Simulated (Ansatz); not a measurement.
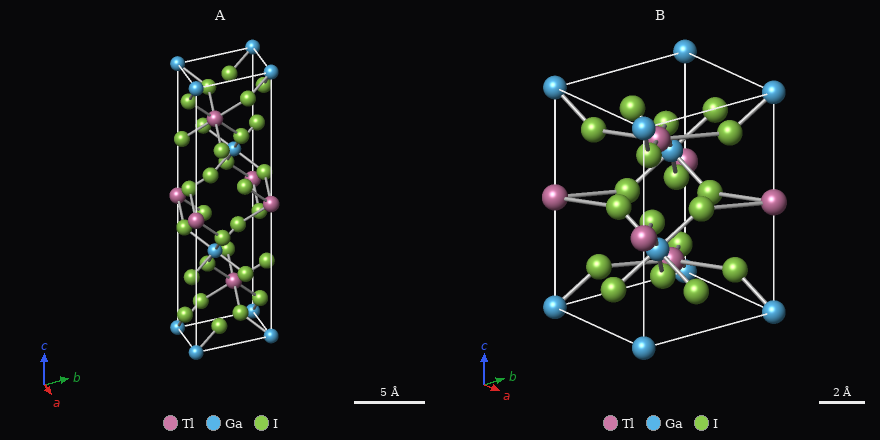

Two structures of TlGaI$_{6}$, each relaxed to rest (conventional cells in solid outline, small ones repeated, not to one scale). Method: DFT, PBEsol, plane waves, PAW (Ansatz), without spin polarisation.

**What are the two structures?**

A: 24 atoms a cell on a rhombohedral (trigonal R) lattice, R-3. B: 24 atoms a cell on a rhombohedral (trigonal R) lattice, R-3m.

**Compare their energies: which is lower?**

A is lower, by 47 meV/atom at this level of theory (energies at zero smearing). Volumes: A 36.0, B 36.3 Å³/atom.

One or both may be structure types tried for this composition rather than known phases.
